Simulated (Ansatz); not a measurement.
The parent structure is NaF in the rock salt structure (space group Fm-3m, No. 225; a = 4.629 Å). Axes: x, y, z lie along the cube axes.

Modification: biaxial strain +0.83 %, plane normal [111], relaxed out of plane (Cartesian); in-plane vectors clamped, the third vector and the atoms free.

Calculations: Ansatz (a program for electronic structure), PBEsol, PAW, cutoff 420 eV, spin-orbit coupling left out.

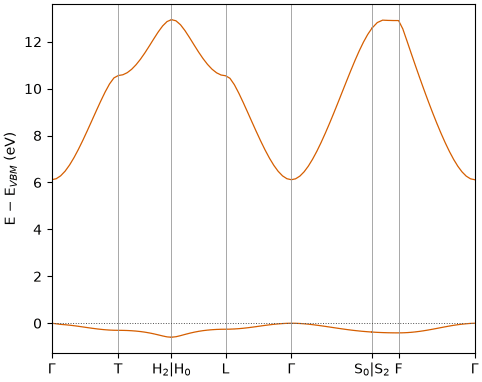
Highest valence and lowest conduction band along the path of the changed cell's own zone

Read the changed gap and its character from the plot.

About 6.1 eV, direct at Γ.

Whether these cells are dynamically stable was not tested. k-point labels follow each cell's own Brillouin zone.
